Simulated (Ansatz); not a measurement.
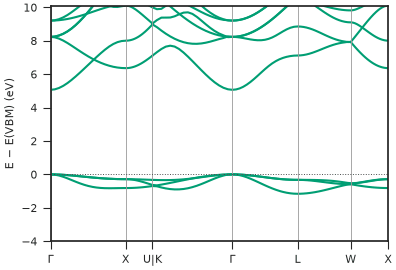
Figure: Band structure from plane-wave PAW r²SCAN (Ansatz code)

Q: Read off the gap and where the band edges lie.

A: About 5.1 eV (5.07 eV by a search for the band edges); maximum at Γ, minimum at Γ.

The material is KBr (rock salt, Fm-3m).

The r²SCAN relaxation kept the symmetry of its start; phonons on a q-mesh show no instability. Spin–orbit coupling is left out wherever it is not named.

Potentials: the later of the program's two PAW sets.
